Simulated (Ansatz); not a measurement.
**ClFOSi$_{2}$: density, localisation and related maps**

```xyz
5

Cl    1.2031   -1.7547   -1.1174
F     0.2573    1.4836    2.0283
O    -0.3701    0.5497   -0.2459
Si   -1.0307    0.8176    1.2672
Si    0.4201    0.1419   -1.6563
```

Geometry: B3LYP-D3(BJ)/def2-SVP.

All numbers below come from Ansatz, isolated molecule in a Gaussian basis; Kohn-Sham density functional theory, functional PBE0.

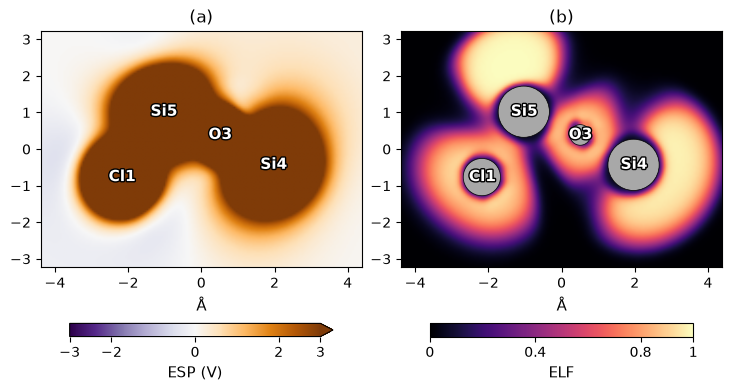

Figure 1. (a) electrostatic potential; (b) electron localisation function on the plane of atoms Cl1, Si5 and O3. Grey discs cover the atomic cores in the ELF map.

Interpret the plot.

Answer. The section cuts through Cl, O and Si sites. Si–O (1.67 Å): the ELF peaks at about 0.85 between the atoms, as expected for a shared but strongly polarised pair. Si–Cl (2.12 Å): the ELF peaks at about 0.85 between the atoms; a shared but strongly polarised pair. The ELF also peaks beside Cl1, Si4, O3 and Si5, away from the bonds: lone-pair regions. Outside the dense part of the molecule the potential is most negative (−0.4 V) near Cl1.

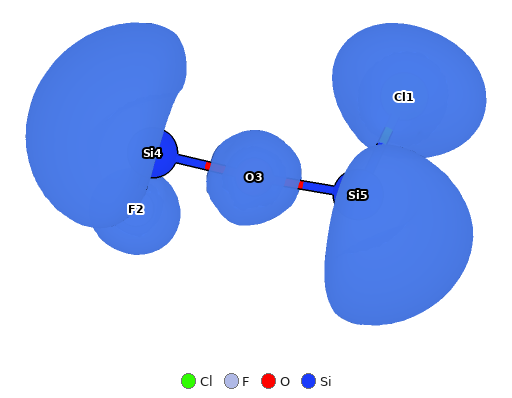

Figure 2. Isosurface of the electron localisation function at 0.8 (blue), seen at an oblique angle. Core shells and regions of very low density are left out.

What do the ELF domains correspond to?

Answer. The ELF exceeds this value in one region on Cl in which the atom's valence shell and bonds are merged, two lobes on Si, pointing away from the bonds (lone pairs), one region wrapped around F (its lone pairs, merged into a ring or cap) and one region wrapped around O (its lone pairs, merged into a ring or cap). Profiles from the grid: Si–F (1.64 Å): the ELF peaks at about 0.85 in the valence shell of F, 0.6 Å from its nucleus, and is about 0.55 at the midpoint.

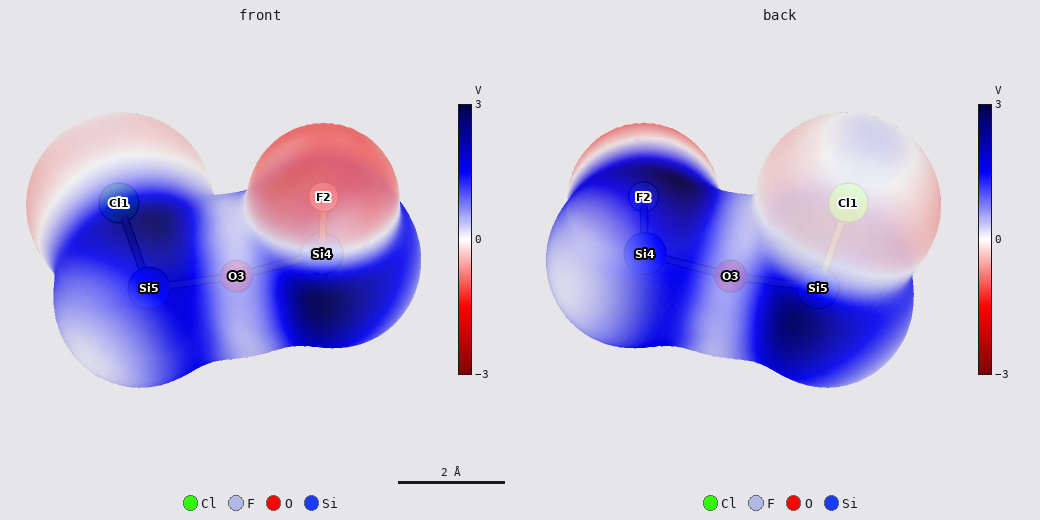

Figure 3. The electrostatic potential painted on the density surface at 0.004 e/bohr³, seen from the front and from behind; red is negative and blue positive.

Which sites attract a positive test charge, and which a negative one?

Answer. A positive charge is drawn to the negative regions and a negative charge to the positive ones. The most negative region (about −0.9 V) lies over F2, the most positive (about +2.9 V) over Si4 and Si5.

What dipole moment does the calculation give?

Answer. Its dipole moment is 1.55 D.
